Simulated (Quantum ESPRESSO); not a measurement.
# Ag (Fm-3m): pw.x, ph.x and EPW, part 2 of 3

How strongly do phonons scatter the electrons of Ag (Fm-3m), and how dense must the meshes be?

Quantum ESPRESSO 7.5; DFT LDA, scalar-relativistic, plane waves, PseudoDojo 0.4.1 norm-conserving pseudopotentials.

So far. Step 2 (Relaxation): The volume ends at 16.04 Å³ an atom, -5.9 % from the start. Step 3 (Ground state): The Fermi level lies at 18.38 eV and the pressure is -0.062 GPa.

**4. Phonons on the coarse mesh (continued)**

Frequencies at the irreducible wavevectors:

```csv
q1,q2,q3,star,mode 1 (cm⁻¹),mode 2 (cm⁻¹),mode 3 (cm⁻¹)
0,0,0,1,1,1,1
0,0,0.1667,8,38.8,38.8,97.1
0,0,0.3333,8,70.1,70.1,165.5
0,0,0.5,4,82.1,82.1,190
0,0.1667,0.1667,6,59.7,59.7,99
0,0.1667,0.3333,24,83.1,85.1,151.6
0,0.1667,0.5,24,91.7,106.7,179.6
0,0.1667,-0.3333,24,81,110.8,172.3
0,0.1667,-0.1667,12,54.6,87.7,136.7
0,0.3333,0.3333,6,104.9,104.9,165
0,0.3333,0.5,24,111.3,124.7,175.1
0,0.3333,-0.3333,12,100.4,154.7,155
0,0.5,0.5,3,121.7,121.7,186.6
0.1667,0.3333,0.5,24,96.8,122.9,166.6
0.1667,0.3333,-0.3333,24,106.3,139.3,166.3
0.1667,0.5,-0.3333,12,118.8,137.6,169.9
```

The lowest mode off the zone centre lies at 38.8 cm⁻¹ and the highest of all solved modes at 190 cm⁻¹, so the solved wavevectors are stable. The acoustic modes at the centre lie within 0.98 cm⁻¹ of zero before the sum rule is imposed.

**5. Bands for the check**

Bands on a path serve later as the test of the Wannier interpolation; inside the frozen window, points that lie on the coarse mesh match by construction, and those between them test it.

The input, bands.in:

```
 &control
    calculation='bands',
    prefix='x',
    outdir='./tmp',
    pseudo_dir='./pseudo',
    verbosity='high',
 /
 &system
    ibrav=0,
    nat=1,
    ntyp=1,
    ecutwfc=86.0,
    occupations='smearing',
    smearing='mv',
    degauss=0.02,
    nbnd=32,
 /
 &electrons
    conv_thr=1.0d-10,
 /
ATOMIC_SPECIES
 Ag    107.8682  Ag.upf
CELL_PARAMETERS angstrom
     0.000000000    2.001567900    2.001567900
     2.001567900    0.000000000    2.001567900
     2.001567900    2.001567900    0.000000000
ATOMIC_POSITIONS crystal
 Ag     0.000000000   0.000000000   0.000000000
K_POINTS crystal
43
 0.37500000 0.37500000 0.75000000 0.02325581
 0.34821429 0.34821429 0.69642857 0.02325581
 0.32142857 0.32142857 0.64285714 0.02325581
 0.29464286 0.29464286 0.58928571 0.02325581
[the list of k-points goes on]
```

Run with:

```
OMP_NUM_THREADS=1 mpirun -n 16 pw.x -nk 16 -in bands.in > bands.out
```

The log of the run:

```text
[banner, memory and clock lines left out]
[...]
number of Kohn-Sham states=           32
```

The job ended after 1.7 s (16 MPI ranks of Arm Neoverse V2, shared host).

**6. States on the coarse mesh**

Wannier functions need the states on a full uniform k mesh, and the couplings need it to be a multiple of the q mesh.

The input, nscf.in:

```
 &control
    calculation='nscf',
    prefix='x',
    outdir='./tmp',
    pseudo_dir='./pseudo',
    verbosity='high',
 /
 &system
    ibrav=0,
    nat=1,
    ntyp=1,
    ecutwfc=86.0,
    occupations='smearing',
    smearing='mv',
    degauss=0.02,
    nbnd=32,
 /
 &electrons
    conv_thr=1.0d-11,
 /
ATOMIC_SPECIES
 Ag    107.8682  Ag.upf
CELL_PARAMETERS angstrom
     0.000000000    2.001567900    2.001567900
     2.001567900    0.000000000    2.001567900
     2.001567900    2.001567900    0.000000000
ATOMIC_POSITIONS crystal
 Ag     0.000000000   0.000000000   0.000000000
K_POINTS crystal
1728
 0.00000000 0.00000000 0.00000000 0.00057870
 0.00000000 0.00000000 0.08333333 0.00057870
 0.00000000 0.00000000 0.16666667 0.00057870
 0.00000000 0.00000000 0.25000000 0.00057870
[the list of k-points goes on]
```

Run with:

```
OMP_NUM_THREADS=1 mpirun -n 16 pw.x -nk 16 -in nscf.in > nscf.out
```

The log of the run:

```text
[banner, memory and clock lines left out]
[...]
number of Kohn-Sham states=           32
     the Fermi energy is    18.3803 ev
```

It took 36 s on 16 MPI ranks; 9.4 min of CPU time.

**7. Wannier functions and couplings**

Projections Ag s, p, d start 9 Wannier functions; states up to 2.5 eV over the Fermi level are frozen, and the projected functions are kept without the localisation step. Hamiltonian, force constants and couplings go to real space.

The input, epw1.in:

```
--
 &inputepw
    prefix='x',
    outdir='./tmp',
    dvscf_dir='./save',
    elph=.true.,
    etf_mem=1,
    nbndsub=9,
    bands_skipped='exclude_bands = 1-4',
    use_ws=.true.,
    vme='wannier',
    asr_typ='crystal',
    nk1=12,
    nk2=12,
    nk3=12,
    nq1=6,
    nq2=6,
    nq3=6,
    amass(1)=107.8682,
    epwwrite=.true.,
    epwread=.false.,
    wannierize=.true.,
    num_iter=0,
    dis_win_max=58.38,
    dis_froz_max=20.88,
    proj(1)='Ag:s;p;d',
    wdata(1)='dis_num_iter = 600',
    wdata(2)='guiding_centres = .true.',
    wdata(3)='num_print_cycles = 50',
    wdata(4)='dis_mix_ratio = 0.7',
    band_plot=.true.,
    filkf='path.dat',
    filqf='path.dat',
    fsthick=100.0,
    efermi_read=.true.,
    fermi_energy=18.3803,
 /
```

Run with:

```
OMP_NUM_THREADS=1 mpirun -n 16 epw.x -nk 16 -in epw1.in > epw1.out
```

The log of the run:

```text
[the first part of the log is left out]
     Number of WS vectors for phonons      279
     Number of WS vectors for electron-phonon      279
     Maximum number of cores for efficient parallelization      279
     Inside velocity step 1
     Velocity matrix elements calculated
     Writing Hamiltonian, Dynamical matrix and EP vertex in Wann rep to file
     ===================================================================
     Memory usage:  VmHWM =      1165Mb
                   VmPeak =      1764Mb
     ===================================================================
     Using q-mesh file: path.dat
     WARNING: q-point weigths do not add up to 1 [loadqmesh_serial]
     Size of q point mesh for interpolation:         43
     Using k-mesh file: path.dat
     WARNING: k-point weigths do not add up to 1 [loadkmesh_para]
     Size of k point mesh for interpolation:         43
     Fermi energy coarse grid =  18.380259 eV
     ===================================================================
     Fermi energy is read from the input file: Ef =  18.380300 eV
     ===================================================================
     Skipping    4 occupied bands:
     The Fermi level will be determined with  11.00000 electrons
              ibndmin =     1  ebndmin =    10.140 eV
              ibndmax =     9  ebndmax =    43.812 eV
     Number of ep-matrix elements per pool :          729 ~=    5.70 Kb (@ 8 bytes/ DP)
     We only need to compute       43 q-points
     ===================================================================
     Memory usage:  VmHWM =      1165Mb
                   VmPeak =      1764Mb
     ===================================================================
```

It took 22 min on 16 MPI ranks; 5.9 h of CPU time.

Numbers from this step:

```yaml
r_m_s_error_of_the_interpolated_bands_from_2_ev_under_to_1_ev_over_the_fermi_level: 6.2 meV
largest_error_in_that_range: 12.5 meV
lowest_interpolated_frequency_on_the_path: 0 cm⁻¹
```

The electronic bands at the labelled points (eV, zero at the Fermi level; # counts the bands kept):

```csv
point,#3,#4,#5,#6,#7,#8,#9,#10
K,-4.12,-3.47,-2.91,4.51,5.52,7.62,13.26,17.56
Γ,-4.89,-4.89,-3.71,-3.71,16.44,20.25,20.25,20.25
L,-4.92,-2.82,-2.82,-0.53,3.99,15.66,18.55,18.55
W,-5.22,-3.72,-2.58,6.25,6.25,7.38,8.68,23.52
X,-2.85,-2.58,-2.58,1.56,7.26,11.00,11.00,17.99
```

The same for Wannier interpolation:

| point | #3 | #4 | #5 | #6 | #7 | #8 | #9 |
| --- | --- | --- | --- | --- | --- | --- | --- |
| K | -4.12 | -3.47 | -2.91 | 4.84 | 5.83 | 9.43 | 14.09 |
| Γ | -4.89 | -4.89 | -3.71 | -3.71 | 25.40 | 25.40 | 25.40 |
| L | -4.92 | -2.82 | -2.82 | -0.53 | 4.33 | 20.26 | 20.26 |
| W | -5.22 | -3.72 | -2.58 | 6.71 | 6.71 | 7.55 | 12.65 |
| X | -2.85 | -2.58 | -2.58 | 1.56 | 8.40 | 11.18 | 11.18 |

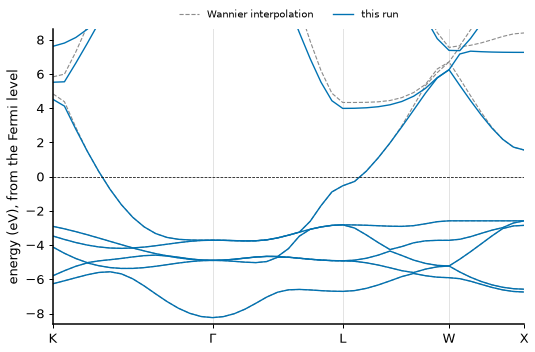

Electronic bands along the path; dashed: Wannier interpolation.

The phonon branches at the labelled points (cm⁻¹):

```csv
point,branch 1,branch 2,branch 3
K,108,143,167
Γ,0,0,0
L,82,82,190
W,119,155,155
X,122,122,187
```

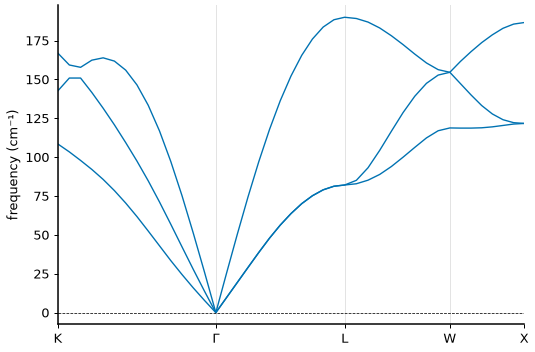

Phonon branches along the path.

Near the Fermi level the interpolated bands miss those of pw.x by 6 meV r.m.s. and 12 meV at most, each level matched to the nearest interpolated one; the r.m.s. value is under the 60 meV set for going on.

**8. Coupling and Tc: fine k 20×20×20, q 10×10×10, width 0.15 eV, window 0.61 eV**

The couplings are interpolated to a fine mesh near the Fermi level; their sum gives α²F and λ, and the linearised gap equation gives Tc.

The input, a2f-1.in:

```
--
 &inputepw
    prefix='x',
    outdir='./tmp',
    dvscf_dir='./save',
    elph=.true.,
    etf_mem=1,
    nbndsub=9,
    bands_skipped='exclude_bands = 1-4',
    use_ws=.true.,
    vme='wannier',
    asr_typ='crystal',
    nk1=12,
    nk2=12,
    nk3=12,
    nq1=6,
    nq2=6,
    nq3=6,
    amass(1)=107.8682,
    epwwrite=.false.,
    epwread=.true.,
    wannierize=.false.,
    nkf1=20,
    nkf2=20,
    nkf3=20,
    nqf1=10,
    nqf2=10,
    nqf3=10,
    mp_mesh_k=.true.,
    ephwrite=.true.,
    eliashberg=.true.,
    liso=.true.,
    limag=.true.,
    tc_linear=.true.,
    tc_linear_solver='lapack',
    fsthick=0.61,
    degaussw=0.15,
    degaussq=0.5,
    nqstep=500,
    muc=0.13,
    wscut=0.3,
    nsiter=500,
    nstemp=7,
    temps=0.5 1.0 2.0 4.0 8.0 16.0 32.0,
 /
```

Run with:

```
OMP_NUM_THREADS=1 mpirun -n 16 epw.x -nk 16 -in a2f-1.in > a2f-1.out
```

The log of the run:

```text
[the first part of the log is left out]
                  Fermi level (eV) =    0.184617172656984D+02
     DOS(states/spin/eV/Unit Cell) =    0.102253885814825D+00
            Electron smearing (eV) =    0.150000000000000D+00
                 Fermi window (eV) =    0.610000000000000D+00
     Finish writing .ephmat files
     ===================================================================
     Memory usage:  VmHWM =        83Mb
                   VmPeak =       690Mb
     ===================================================================
     Finish writing dos file x.dos
     Finish writing phdos files x.phdos and x.phdos_proj
     ===================================================================
     Solve isotropic Eliashberg equations
     ===================================================================
     Finish reading freq file
                  Fermi level (eV) =     1.8461717266E+01
     DOS(states/spin/eV/Unit Cell) =     1.0225388581E-01
            Electron smearing (eV) =     1.5000000000E-01
                 Fermi window (eV) =     6.1000000000E-01
     Nr irreducible k-points within the Fermi shell =        41 out of       256
           1 bands within the Fermi window
     Finish reading egnv file
     Max nr of q-points =       222
     Finish reading ikmap files
     Start reading .ephmat files
     Finish reading .ephmat files
     a2f file is not found to estimate initial gap: calculating a2f files
     Finish reading a2f file
     Electron-phonon coupling strength =    0.1302387
     Estimated Tc using McMillan expression = ******** K for muc =   0.1300
     Estimated Tc using Allen-Dynes modified McMillan expression = ******** K
     Estimated Tc using SISSO machine learning model = ******** K
     Estimated w_log =  13.1102 meV
     Estimated BCS superconducting gap using McMillan Tc = ******** meV
     Start: Solving (isotropic) linearized Eliashberg equation with solver = lapack
     For the first Temp.    0.50  K
       Total number of frequency points nsiw(     1) =   1108
       Cutoff frequency wscut =     0.3001
     Superconducting transition temp. Tc is the one which has Max. eigenvalue close to 1
      -----------------------------------------------------------------
             Temp.       Max.         nsiw     wscut    Nr. of iters
             (K)       eigenvalue    (itemp)   (eV)      to Converge
      -----------------------------------------------------------------
             0.50      0.2146243     1108      0.3001        1
             1.00      0.1854412      554      0.3002        1
             2.00      0.1547580      277      0.3005        1
             4.00      0.1225210      139      0.3021        1
             8.00      0.0882544       69      0.3010        1
            16.00      0.0535720       35      0.3075        1
            32.00      0.0226096       17      0.3032        1
      -----------------------------------------------------------------
     Finish: Solving (isotropic) linearized Eliashberg equation
```

Elapsed: 4.3 min, on 16 MPI ranks; 68 min of CPU time.

**9. Resistivity: fine k 24×24×24, q 12×12×12, adaptive width, window 0.32 eV**

The Boltzmann equation is solved by iteration on a fine mesh; only states within the window around the Fermi level enter.

The input, bte-1.in:

```
--
 &inputepw
    prefix='x',
    outdir='./tmp',
    dvscf_dir='./save',
    elph=.true.,
    etf_mem=1,
    nbndsub=9,
    bands_skipped='exclude_bands = 1-4',
    use_ws=.true.,
    vme='wannier',
    asr_typ='crystal',
    nk1=12,
    nk2=12,
    nk3=12,
    nq1=6,
    nq2=6,
    nq3=6,
    amass(1)=107.8682,
    epwwrite=.false.,
    epwread=.true.,
    wannierize=.false.,
    nkf1=24,
    nkf2=24,
    nkf3=24,
    nqf1=12,
    nqf2=12,
    nqf3=12,
    mp_mesh_k=.true.,
    scattering=.true.,
    iterative_bte=.true.,
    epmatkqread=.false.,
    assume_metal=.true.,
    int_mob=.false.,
    carrier=.false.,
    ngaussw=-99,
    mob_maxiter=200,
    broyden_beta=0.7,
    fsthick=0.32,
    degaussw=0.0,
    nstemp=6,
    temps=150 200 273 300 400 500,
    restart=.false.,
    selecqread=.false.,
 /
```

Run with:

```
OMP_NUM_THREADS=1 mpirun -n 16 epw.x -nk 16 -in bte-1.in > bte-1.out
```

The log of the run:

```text
[the first part of the log is left out]
     =============================================================================================
     Start solving iterative Boltzmann Transport Equation
     =============================================================================================
     Iteration number:         1
     =============================================================================================
       Temp     Fermi        DOS        Population SR                 Conductivity
        [K]      [eV]    [states/Ry] [carriers per cell]               [Ohm.cm]^-1
     =============================================================================================
      150.000  18.5028   0.13062E+00  -0.28422E-13    0.266293E+07    0.122684E-10   -0.301992E-11
                                       0.42411E-13   -0.601626E-11    0.266293E+07    0.359737E-10
                                       0.11546E-13   -0.188745E-12    0.472335E-10    0.266293E+07
      200.000  18.5000   0.82874E-02   0.00000E+00    0.169293E+07    0.448270E-11   -0.297274E-11
                                      -0.33307E-15    0.153356E-11    0.169293E+07   -0.397161E-10
                                       0.58842E-14   -0.169871E-11   -0.457000E-10    0.169293E+07
      273.000  18.4966   0.27891E-03   0.00000E+00    0.103934E+07    0.802168E-12    0.227674E-11
                                      -0.23037E-13    0.368053E-11    0.103934E+07   -0.171227E-10
                                      -0.82712E-14    0.330304E-12   -0.162321E-10    0.103934E+07
      300.000  18.4956   0.10670E-03   0.00000E+00    0.903057E+06   -0.754981E-12    0.766778E-12
                                       0.56843E-13    0.000000E+00    0.903057E+06   -0.122684E-10
                                      -0.46740E-13   -0.150996E-11   -0.205732E-10    0.903057E+06
      400.000  18.4934   0.50097E-04   0.00000E+00    0.611048E+06   -0.707795E-12   -0.108529E-11
                                       0.41078E-14    0.283118E-12    0.611048E+06   -0.102807E-10
                                      -0.49960E-14    0.179308E-11   -0.744364E-11    0.611048E+06
      500.000  18.4931   0.60923E-04   0.00000E+00    0.470535E+06   -0.377491E-12   -0.401084E-12
                                      -0.85487E-14   -0.377491E-12    0.470535E+06   -0.338562E-11
                                       0.11213E-13   -0.377491E-12   -0.185206E-11    0.470535E+06
                                                      0.266293E+07    Max error
     [...]
     Iteration number:        21
     =============================================================================================
       Temp     Fermi        DOS        Population SR                 Conductivity
        [K]      [eV]    [states/Ry] [carriers per cell]               [Ohm.cm]^-1
     =============================================================================================
      150.000  18.5028   0.13062E+00   0.00000E+00    0.267504E+07    0.594548E-11    0.526128E-11
                                       0.28921E-13    0.618141E-11    0.267504E+07    0.334050E-10
                                       0.70166E-13    0.613422E-11    0.334079E-10    0.267504E+07
      200.000  18.5000   0.82874E-02   0.00000E+00    0.170004E+07   -0.750263E-11    0.309070E-11
                                       0.70388E-13    0.471863E-13    0.170004E+07    0.515629E-10
                                      -0.66613E-15   -0.146278E-11    0.382209E-10    0.170004E+07
      273.000  18.4966   0.27891E-03   0.71054E-14    0.104326E+07    0.150996E-11    0.150996E-11
                                      -0.88818E-15    0.226494E-11    0.104326E+07    0.708385E-11
                                      -0.22538E-13    0.108529E-11    0.679483E-11    0.104326E+07
      300.000  18.4956   0.10670E-03   0.71054E-14    0.906351E+06   -0.754981E-12   -0.145098E-11
                                       0.49905E-13   -0.535565E-11    0.906351E+06   -0.654710E-12
                                      -0.40412E-13    0.684202E-12   -0.500175E-11    0.906351E+06
      400.000  18.4934   0.50097E-04  -0.35527E-14    0.613161E+06   -0.188745E-11    0.943726E-12
                                      -0.22427E-13   -0.283118E-12    0.613161E+06   -0.868818E-11
                                      -0.54290E-13    0.754981E-12   -0.641734E-11    0.613161E+06
      500.000  18.4931   0.60923E-04   0.00000E+00    0.472214E+06   -0.377491E-12   -0.377491E-12
                                      -0.51070E-14    0.000000E+00    0.472214E+06    0.562697E-11
                                      -0.49960E-14    0.115606E-11    0.244189E-11    0.472214E+06
                                                      0.554137E-06    Max error
```

Wall time 5.1 min (16 MPI ranks).

Numbers from this step:

```
iterations           : 21
resistivity at 300 K : 1.103 μΩ cm
```

Resistivity, by row:

```
T (K)  rho_xx (μΩ cm)  rho_yy  rho_zz  relaxation-time approximation, mean of the axes (μΩ cm)
  150          0.3738  0.3738  0.3738                                                   0.3649
  200          0.5882  0.5882  0.5882                                                   0.5743
  273          0.9585  0.9585  0.9585                                                   0.9376
  300           1.103   1.103   1.103                                                     1.08
  400           1.631   1.631   1.631                                                      1.6
  500           2.118   2.118   2.118                                                    2.079
```

ρ(300 K) = 1.10 μΩ cm; the relaxation-time start gave 1.08. One mesh does not show convergence. The largest adaptive width printed is 0.56 eV, against a window of 0.32 eV outside which no state is counted.

[end of part 2 of 3]

[The logs of pw.x and epw.x are selected lines.]

[Logs are printed without paths, hosts, clocks, repeated set-up lines and the standing remarks that a program may print on its own settings, such as how far it seeks lower states.]

[Hosts, paths, dates, database ids (printed as entryN), source tags and the programs' standing remarks are cut or masked in the printed files.]
